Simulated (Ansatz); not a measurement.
# CdF2 (fluorite (111) film, 1 layers): converging the G0W0 gap

Aim: see how the G0W0 gap of CdF2 (fluorite (111) film, 1 layers) on LDA moves with empty bands and screening cutoff, and what each rung costs.

Calculated with Ansatz 0.2.0; G0W0 on LDA, plane waves, PAW.

## 1. Starting point

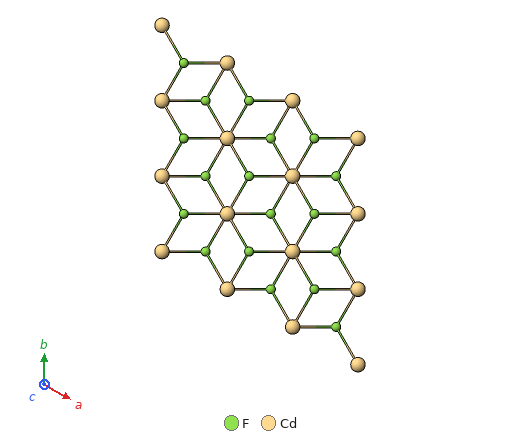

The cell as given, from above (fluorine green, cadmium orange). 3×3×1 cells are drawn. Some periodic images of atoms are drawn too.

The cell holds 3 atoms: 2 F and 1 Cd. Its edges and angles: a = 3.810 Å, b = 3.810 Å, c = 26.100 Å, α = 90.0°, β = 90.0°, γ = 120.0°. It derives from CdF2. Vacuum lies along c.

The structure was relaxed with LDA (ions only). The runs that relaxed it are not among those shown. The default PAW set here is soft_2. Its files were made with PBE. The Coulomb interaction is cut off across the vacuum.

## 2. 160 empty bands, screening to 36 eV

G0W0 replaces the xc potential by the self-energy, built once from these orbitals. Only a window of levels is corrected, while the sums run over the empty bands that the input names.

Input file input.yaml:

```yaml
crystal:
  lattice:
    - [3.809891337, 0.0, 0.0]
    - [-1.9049456685, 3.2994626835, 0.0]
    - [0.0, 0.0, 26.1]
  atoms:
    - { symbol: F, position: [0.6666666667, 0.3333333333, 0.4722661405] }
    - { symbol: Cd, position: [0.0, 0.0, 0.5] }
    - { symbol: F, position: [0.3333333333, 0.6666666667, 0.5277338595] }
  periodic: [true, true, false]
kpoints:
  mp_grid: { grid: [6, 6, 1] }
hamiltonian:
  xc: lda
scf:
  occupations: { method: fixed }
gw:
  n_empty_bands: 160
  ecut_chi: 36
  qp_bands: [v2, c2]
  qp_kpoints: band_edges
  screening: { model: contour_deformation }
```

On the command line:

```bash
$ ansatz run input.yaml --threads 8 --pin off --max-ram 17510MiB --backend cpu --events-out ev --progress --plain --runs-dir out
```

Numbers of over 12 decimals in the logs are rounded to 6 here.

What it wrote:

```text
Engine: ansatz 0.2.0, aarch64-unknown-linux-gnu
Pseudopotentials: kind: paw
Pseudopotential: F, paw, valence charge 7, recommended cutoff 420 eV (normal), F.paw.azcp
Pseudopotential: Cd, paw, valence charge 20, recommended cutoff 420 eV (normal), Cd.paw.azcp
Functional definition: SPW92
  exchange = slater_x
  correlation = pw_c
Crystal: 3 atoms, lattice volume = 328.093 Å³
Basis set: ecut = 420 eV, 6411 PW (Γ)
Bands: 21, of which v1, the nominal top of the filled ones, is band 17 counted from 1 (16 counted from 0)
Symmetry: 12 space group operations
Space group: P-3m1 (ITA 164), of the structure as read, at distance tolerance 6.9e-5 Å
k-points: 7 of 36
Non-local potential: F, projectors of the file, l = 0: 2, l = 1: 2, l = 2: 1
Non-local potential: Cd, projectors of the file, l = 0: 3, l = 1: 2, l = 2: 2, l = 3: 1
PAW form: soft (Blöchl's): semilocal exchange-correlation on the pseudo side does not see the compensation charge
PAW frozen core: F, regenerated for the run's functional, and the local potential with it (the file was generated under x = pbe(κ = 0.804, μ = 0.219515), c = pbe(β = 0.066725))
PAW frozen core: Cd, regenerated for the run's functional, and the local potential with it (the file was generated under x = pbe(κ = 0.804, μ = 0.219515), c = pbe(β = 0.066725))
PAW one-centre angular grid: F, 110 points (default); XC on 64 Gauss nodes
PAW one-centre angular grid: Cd, 590 points (default); XC on 64 Gauss nodes
Initial density: superposition of atomic densities (neutral atoms: chi_scale 0, normalization atom), corrected by the library's trained network
Initial wavefunctions: pseudopotential atomic-orbital guess
Functional: x = slater, c = lda
SCF iter   1: F=—  HF=-9705.446173 eV  |F-HF|=—  |Δ(HF+E_count)|=         —  Δρ=7.75e-3  dr2=1.47e-1  ethr=1.77e-3  ⟨swp⟩=6.3  Hψ=715  notcnv=0  defer=12
preconditioner: auto → none  [insulator: Δε(μ)=2.976 eV  Ē_g=13.441 eV  n_scr=14 (ndim 8)  ℏωp=10.5 eV  f_vac=0.841  ε∞_Penn≈1.6]
SCF iter   2: F=—  HF=-9705.416802 eV  |F-HF|=—  |Δ(HF+E_count)|=   2.94e-2  Δρ=5.09e-3  dr2=4.73e-2  ethr=4.33e-4  ⟨swp⟩=2.9  Hψ=341  notcnv=0  defer=14
SCF iter   3: F=—  HF=-9705.403603 eV  |F-HF|=—  |Δ(HF+E_count)|=   1.32e-2  Δρ=7.94e-4  dr2=1.25e-3  ethr=1.39e-4  ⟨swp⟩=2.9  Hψ=291  notcnv=0  defer=14
SCF iter   4: F=—  HF=-9705.403389 eV  |F-HF|=—  |Δ(HF+E_count)|=   2.13e-4  Δρ=3.19e-4  dr2=1.16e-4  ethr=3.67e-6  ⟨swp⟩=2.9  Hψ=304  notcnv=0  defer=14
SCF iter   5: F=—  HF=-9705.403516 eV  |F-HF|=—  |Δ(HF+E_count)|=   1.27e-4  Δρ=2.17e-5  dr2=7.42e-7  ethr=3.42e-7  ⟨swp⟩=3.7  Hψ=304  notcnv=0  defer=14
SCF iter   6: F=—  HF=-9705.403524 eV  |F-HF|=—  |Δ(HF+E_count)|=   8.11e-6  Δρ=8.86e-6  dr2=2.26e-7  ethr=2.94e-10  ⟨swp⟩=14.9  Hψ=840  notcnv=0
SCF iter   7: F=-9705.403525 eV  HF=-9705.403525 eV  |F-HF|=3.29e-9  |Δ(HF+E_count)|=   1.46e-7  Δρ=2.07e-6  dr2=1.26e-8  ethr=2.94e-10  ⟨swp⟩=7.3  Hψ=462  notcnv=0
SCF 1 converged in 7 iterations: F = -9705.403525 eV  dr2 = 1.26e-8
  greatest PAW one-centre occupation: 1.000 electrons in one spin orbital (limit 2), on the Cd atom at site 1 (counted from 0), in its partial waves of l = 0
NSCF: frozen V_eff on 7 k-points
G₀W₀ screening: q 1/7
[... further progress lines ...]
SCF converged after 7 iterations
Free energy (F): -9705.403525 eV
Harris-Foulkes:  -9705.403525 eV  (|F-HF|=3.29e-9)
Internal energy: -9705.403525 eV  (E = F + TS)
E sigma→0 (E₀):  -9705.403525 eV
Fermi energy:    -8.248629 eV
--- Per-component energies (eV) ---
  E_band       = -978.697876
  E_kinetic    = 911.201102
  E_local      = -52507.084120  (includes V_loc(G=0)·N_el)
  E_nonlocal   = 195.354685
  E_hartree    = 25760.064032
  E_xc         = -328.064867
  E_vxc        = -418.825770  (∫ρ·V_xc dr)
  E_paw        = -4324.724238  (= ΣΔE_a)
  E_vpaw       = -679.472271  (= ΣTr[D̂ρ^β])
  E_aug_tail   = 0.004055  (compensation charges beyond the density's cutoff)
  E_ewald      = 20586.852755
  E_core_change = 0.993072  (= ΣΔE_core)
  E_smearing   = -0.000000  (= −TS)
  E_closure    = -0.000000  (closes the sum)
  Σ components = -9705.403525   (vs F -9705.403525, Δ=0.00e0)
--- Band table (eV; the first three rows and the last of 7) ---
  k-point 0: bands = [... 13 lower, -9.3792, -9.2025, -8.5600, -8.5600, -5.0033, -1.5642 (-1.5642°), -0.0019, 0.2595]
  k-point 1: bands = [... 13 lower, -9.4032, -9.0678, -8.5951, -8.4601, -4.3046, -1.2499 (-1.2499°), 0.3556, 0.6382]
  k-point 2: bands = [... 13 lower, -9.9609, -8.8173, -8.7527, -8.3122, -2.8592, -0.4070 (-0.4070°), 1.1901, 1.7515]
  k-point 6: bands = [... 13 lower, -10.1298, -9.2935, -8.5334, -8.5334, -1.6812, 0.8055, 2.2569, 2.2569]
  ° read free of the cell's end (the report's vacuum.weakly_bound_levels)
--- G₀W₀: contour deformation, 6 samples at zero and on the imaginary axis and 3 off it, 36 q-points, 160 empty bands' worth ---
  eigenvalues of the whole cell's RPA ε∞ on this k-mesh (on a slab, of 1 + 4πα/V) = 1.0755, 1.2861, 1.2861; static W/v taken at q = 0 is 0.858016
  bands read: the sum over 177 bands ends inside a degenerate multiplet in 2 slots, whose members it reads at an even weight; the widest, k=0: bands 177 to 178 (counted from 1) at 1/2 each
  gw.qp_kpoints: band_edges: 7 of 7 stored k-points solved, in 1 pass; an edge of the gap read off the rows below is read off those points alone
  `?` marks the rows in doubt; gw_qp.tsv's column doubts and the gw_qp event give each row's grounds
    ik  band        ε_KS         Σx   Σc(E_QP)       V_xc       Z   E_QP_lin       E_QP  E_QP is
     0    16     -8.5600   -34.0371     4.8510   -27.0066  0.7792   -10.8713   -10.7395  root ?
     0    17     -8.5600   -34.0371     4.8510   -27.0066  0.7792   -10.8713   -10.7395  root ?
     0    18     -5.0033    -8.9826    -2.5339   -13.6100  0.8643    -2.8561    -2.9098  root
     0    19     -1.5642    -4.7380    -1.9112    -8.1756  0.8799    -0.0049    -0.0377  root
     1    16     -8.5951   -32.8157     5.0057   -25.6598  0.7696   -10.8808   -10.7452  root ?
     1    17     -8.4601   -33.4297     4.8433   -26.4448  0.7770   -10.7255   -10.6017  root ?
     1    18     -4.3046   -10.0169    -2.4996   -14.6598  0.8561    -2.0965    -2.1614  root
     1    19     -1.2499    -4.5524    -1.9829    -8.1035  0.8768     0.3425     0.3182  root
     2    16     -8.7527   -31.5321     5.3569   -24.0139  0.7540   -11.0730   -10.9138  root ?
     2    17     -8.3122   -33.1136     4.8250   -26.1658  0.7767   -10.5525   -10.4349  root ?
     2    18     -2.8592   -11.2196    -2.7290   -16.2705  0.8394    -0.4269    -0.5373  root ?
     2    19     -0.4070    -4.1678    -2.2767    -8.1370  0.8682     1.3274     1.2854  root
     3    16     -8.6993   -31.7377     5.4820   -24.0011  0.7527   -11.1338   -10.9539  root ?
     3    17     -8.2486   -33.1003     4.8164   -26.1616  0.7771   -10.4868   -10.3709  root ?
     3    18     -1.9365   -12.0977    -3.0409   -17.6733  0.8248     0.7480     0.5984  root ?
     3    19      0.2701    -4.0803    -2.7714    -8.7820  0.8535     2.2670     2.2004  root
     4    16     -8.7145   -32.0060     5.1082   -24.7930  0.7623   -10.9566   -10.8192  root ?
     4    17     -8.4481   -32.6312     4.9764   -25.4832  0.7709   -10.7550   -10.6197  root ?
     4    18     -3.2524   -10.9942    -2.6317   -15.8865  0.8441    -0.8950    -0.9917  root
     4    19     -0.6533    -4.2980    -2.1580    -8.0922  0.8723     1.0208     0.9829  root
     5    16     -8.6775   -31.6249     5.4457   -23.9440  0.7532   -11.0863   -10.9127  root ?
     5    17     -8.4087   -32.4131     5.0226   -25.2220  0.7688   -10.7124   -10.5772  root ?
     5    18     -2.0521   -11.8202    -2.9924   -17.3060  0.8272     0.5819     0.4415  root ?
     5    19      0.2925    -4.2333    -2.5720    -8.6360  0.8591     2.1905     2.1232  root
     6    16     -8.5334   -31.9018     5.3127   -24.3733  0.7586   -10.9072   -10.7492  root ?
     6    17     -8.5334   -31.9018     5.3127   -24.3733  0.7586   -10.9072   -10.7492  root ?
     6    18     -1.6812   -11.9597    -3.1786   -17.7119  0.8220     1.0701     0.8924  root ?
     6    19      0.8055    -4.5892    -2.8163    -9.3701  0.8386     2.8225     2.7701  root
```

Run time: 15 s. Hardware: 8 threads of Arm Neoverse V1, shared host; peak memory 1.4 GiB.

This step gave:

```yaml
bands_summed: 177
plane_waves_in_the_screening_matrix: 151
q_points_in_the_mesh: 36
g0w0_gap_on_the_mesh: 7.461 eV
k_of_the_valence_top: 0, -0.5, 0
k_of_the_conduction_bottom: 0, 0, 0
starting_gap_on_the_mesh: 3.245 eV
z_at_the_valence_top: 0.7771
z_at_the_conduction_bottom: 0.8643
least_direct_g0w0_gap_on_the_computed_points: 7.830 eV
```

The gap on the mesh goes from 3.25 eV to 7.46 eV, a correction of +4.22 eV. The program marks an edge row as in doubt. Between the two edge states, bare exchange in place of the xc potential would open the gap by 11.57 eV, and correlation takes back 7.35 eV.

## 3. 390 empty bands, screening to 65 eV

Bands and screening cutoff are moved together, since each hides the error of the other.

input.yaml, as its differences from that of step 2:

```diff
@@ -16,5 +16,6 @@
   occupations: { method: fixed }
+  convergence: { dr2_threshold: 1.0e-10 }
 gw:
-  n_empty_bands: 160
-  ecut_chi: 36
+  n_empty_bands: 390
+  ecut_chi: 65.0
   qp_bands: [v2, c2]
```

What it wrote:

```text
[...]
Crystal: 3 atoms, lattice volume = 328.093 Å³
Basis set: ecut = 420 eV, 6411 PW (Γ)
Bands: 21, of which v1, the nominal top of the filled ones, is band 17 counted from 1 (16 counted from 0)
[... 1 set-up line as in the run before ...]
[...]
k-points: 7 of 36
[...]
SCF iter   1: F=—  HF=-9705.446173 eV  |F-HF|=—  |Δ(HF+E_count)|=         —  Δρ=7.75e-3  dr2=1.47e-1  ethr=1.77e-3  ⟨swp⟩=6.3  Hψ=715  notcnv=0  defer=12
[...]
SCF iter   8: F=-9705.403525 eV  HF=-9705.403525 eV  |F-HF|=1.04e-10  |Δ(HF+E_count)|=   8.49e-9  Δρ=1.47e-7  dr2=8.37e-11  ethr=1.00e-12  ⟨swp⟩=13.7  Hψ=982  notcnv=0
SCF 1 converged in 8 iterations: F = -9705.403525 eV  dr2 = 8.37e-11
[...]
NSCF: frozen V_eff on 7 k-points
G₀W₀ screening: q 1/7
[... further progress lines ...]
SCF converged after 8 iterations
Free energy (F): -9705.403525 eV
[...]
Internal energy: -9705.403525 eV  (E = F + TS)
E sigma→0 (E₀):  -9705.403525 eV
Fermi energy:    -8.248549 eV
[...]
--- Band table (eV; the first three rows and the last of 7) ---
  k-point 0: bands = [... 13 lower, -9.3791, -9.2025, -8.5599, -8.5599, -5.0033, -1.5644 (-1.5644°), -0.0039, 0.2582]
  k-point 1: bands = [... 13 lower, -9.4031, -9.0677, -8.5950, -8.4601, -4.3046, -1.2501 (-1.2501°), 0.3536, 0.6369]
  k-point 2: bands = [... 13 lower, -9.9608, -8.8172, -8.7526, -8.3121, -2.8591, -0.4072 (-0.4072°), 1.1889, 1.7500]
  k-point 6: bands = [... 13 lower, -10.1297, -9.2934, -8.5333, -8.5333, -1.6811, 0.8054, 2.2569, 2.2569]
  ° read free of the cell's end (the report's vacuum.weakly_bound_levels)
[...]
0    16     -8.5599   -34.0370     5.2003   -27.0065  0.7660   -10.4739   -10.3901  root
     0    17     -8.5599   -34.0370     5.2003   -27.0065  0.7660   -10.4739   -10.3901  root
     0    18     -5.0033    -8.9825    -2.7256   -13.6099  0.8604    -3.0599    -3.1015  root
     0    19     -1.5644    -4.7367    -1.9454    -8.1736  0.8775    -0.0429    -0.0729  root
     1    16     -8.5950   -32.8156     5.3667   -25.6597  0.7564   -10.4683   -10.3841  root
     1    17     -8.4601   -33.4297     5.2088   -26.4448  0.7633   -10.3130   -10.2362  root
     1    18     -4.3046   -10.0169    -2.6587   -14.6597  0.8509    -2.2681    -2.3204  root
     1    19     -1.2501    -4.5512    -2.0354    -8.1017  0.8746     0.2919     0.2650  root
[...]
3    16     -8.6992   -31.7376     5.8581   -24.0011  0.7412   -10.6877   -10.5776  root ?
[...]
3    18     -1.9364   -12.0976    -3.2013   -17.6733  0.8170     0.5625     0.4379  root ?
[...]
5    16     -8.6774   -31.6248     5.8241   -23.9439  0.7415   -10.6399   -10.5342  root ?
[...]
5    18     -2.0520   -11.8202    -3.1514   -17.3060  0.8197     0.4022     0.2824  root ?
     5    19      0.2924    -4.2329    -2.6936    -8.6353  0.8581     2.0596     2.0011  root
     6    16     -8.5333   -31.9017     5.7005   -24.3732  0.7460   -10.4567   -10.3613  root
     6    17     -8.5333   -31.9017     5.7005   -24.3732  0.7460   -10.4567   -10.3613  root
     6    18     -1.6811   -11.9597    -3.3481   -17.7119  0.8142     0.8686     0.7229  root ?
     6    19      0.8054    -4.5891    -2.9629    -9.3699  0.8357     2.6691     2.6233  root
```

Elapsed: 63 s, on 8 threads; peak memory 3.4 GiB.

This step gave:

| Property | Result |
| --- | --- |
| bands summed | 407 |
| plane waves in the screening matrix | 425 |
| q-points in the mesh | 36 |
| G0W0 gap on the mesh | 6.880 eV |
| k of the valence top | 0, -0.5, 0 |
| k of the conduction bottom | 0, 0, 0 |
| starting gap on the mesh | 3.245 eV |
| Z at the valence top | 0.7628 |
| Z at the conduction bottom | 0.8604 |
| least direct G0W0 gap on the computed points | 7.289 eV |

Against the run with 6×6×1 mesh, 160 empty bands, screening to 36 eV, the gap moves by −0.58 eV.

## 4. Side by side

Times are wall times on 8 threads of Arm Neoverse V1, shared host, good to a factor of about two.

```tsv
mesh	files	frequency	bands summed	cutoff (eV)	start (eV)	G0W0 (eV)	time	host memory (GiB)
6×6×1	default PAW	contour deformation	177	36	3.245	7.461	15 s	1.4
6×6×1	default PAW	contour deformation	407	65	3.245	6.880	63 s	3.4
```

How the two edges are built up, in eV (the quasiparticle level is the starting level plus Σx plus Σc less Vxc):

```tsv
run	edge	start	Σx	Σc	Vxc	Z	QP
177 bands	valence top	-8.25	-33.10	4.82	-26.16	0.78	-10.37
177 bands	conduction bottom	-5.00	-8.98	-2.53	-13.61	0.86	-2.91
407 bands	valence top	-8.25	-33.10	5.21	-26.16	0.76	-9.98
407 bands	conduction bottom	-5.00	-8.98	-2.73	-13.61	0.86	-3.10
```

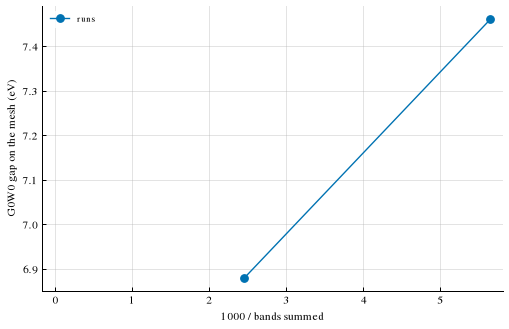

The gap against one over the number of bands.

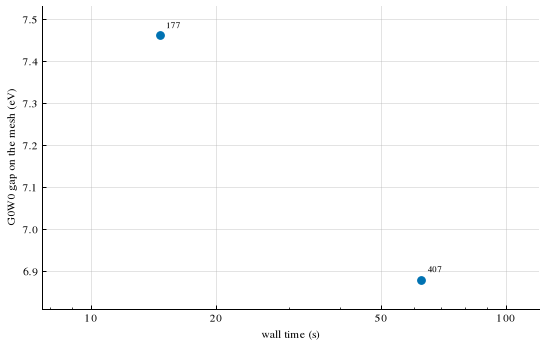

Result against wall time.

## 5. Results

- 177 bands, 36 eV: 7.461 eV
- 407 bands, 65 eV: 6.880 eV
- mesh and start: 6×6×1, LDA

What this shows: From 177 to 407 bands the gap moves by −0.58 eV while the time grows 4.3-fold. Σc changes by +0.39 eV at the valence top and −0.19 eV at the conduction bottom, so the valence edge carries most of the change. In a film the band edges may be surface states, so its gap need not approach the bulk's. At these cutoffs the gaps of films stand short of the band limit, often by tenths of an eV, while the trend with thickness is less touched. The mesh in the plane is coarse for a sheet; gap and any exciton binding can still move on denser ones. A d shell, filled or nearly so, lies near the gap. One-shot GW converges very slowly in bands there, not always from below, and on a semilocal start the gap tends to come out low; starts rich in exact exchange can overshoot instead. The many-body steps are scalar-relativistic: spin-orbit coupling is not in them.

[Paths, hosts, dates, memory and timing lines, banners, echoed tables and standing remarks are left out of the program output.]

[Logs are printed without paths, hosts, clocks, repeated set-up lines and the standing remarks that a program may print on its own settings, such as how far it seeks lower states.]

[Runs of the session that timed out or met a known fault of the program may be left out.]

[Cells called generated may have been cut or substituted from an entry of the Crystallography Open Database or the Materials Project.]

[Hosts, paths, dates, database ids (printed as entryN), source tags and the programs' standing remarks are cut or masked in the printed files.]
